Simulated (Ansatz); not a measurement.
# A thicker film of CeO2 (111) from two thinner ones

In a field along its normal an insulating film takes a dipole p. Written as a length, p/(ε₀AE), it should grow by 1 − 1/ε for each ångström added.

Set-up. Ansatz 0.2.0, plane waves with PAW datasets (its set soft_2), PBE; fluorite films relaxed at a bulk in-plane lattice constant near the measured one, then held in weak fields of both signs with a dipole correction (A is the cell's area, E the outer field).

| run | distance between the outer atoms (Å) | p/(ε₀AE) (Å) |
| --- | --- | --- |
| 2 units | 4.715 | 5.613 |
| 3 units | 7.913 | 8.391 |
| 5 units | 14.299 | ? |

**Question.** What value belongs in the row marked “?”, and how far can the other rows tell?

Two rows fix a line: slope = (8.391 − 5.613) / (7.913 − 4.715) = 0.8687, intercept 1.5170. That slope means ε = 1/(1 − 0.8687) = 7.62. At 14.299 it gives 0.8687 × 14.299 + 1.5170 = 13.939 Å, beyond the rows fitted. Rounding of the rows alone allows about ±0.005 Å there; two rows can't show whether the line holds.

The run itself gives 13.940 Å: a miss of +0.001 Å, or 0.0 % of the value. The length is met to within 1 %, though ε is more sensitive than the length: the two thickest films give ε = 7.63.

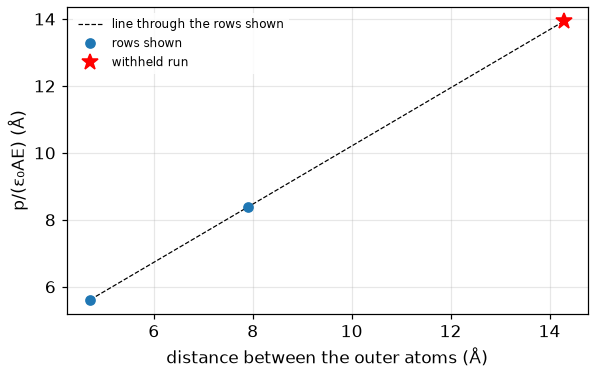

The fit and the withheld run.

**Limits.** This is the electronic response alone. A unit is one step of the cut along the normal (a plane, a pair of planes or a cell), and the layers relax along it, away from their bulk spacing where the functional's lattice constant differs from the one held.
